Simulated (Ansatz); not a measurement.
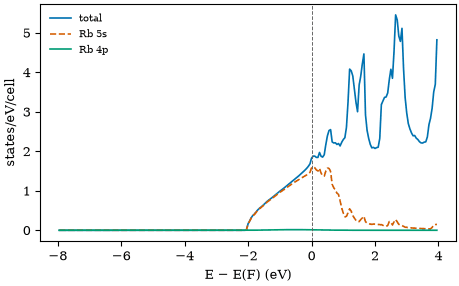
Figure. Total and projected density of states of Rb (hcp (Mg type), P6_3/mmc), plane-wave PAW r²SCAN+D4 (Ansatz code)

Question: Which orbitals carry the states next to the Fermi level?

Answer: Within 0.5 eV of the Fermi level: Rb 5s 83 %, outside the projected shells 16 %. Projections are on Löwdin-orthogonalised atomic valence shells; empty p or d shells of many metals are not among them.

The workflow started from a Materials Project entry (that database holds measured and hypothetical structures alike); the Crystallography Open Database copy checked does not list it. It is not the phase usual at ambient conditions (space group No. 229). The cell was relaxed with r²SCAN+D4 under the symmetry of its start; whether a distortion lowers the energy is not shown. The pairwise dispersion correction was not fitted to metals. Spin–orbit coupling is left out wherever it is not named.

Potentials: the later of the program's two PAW sets.
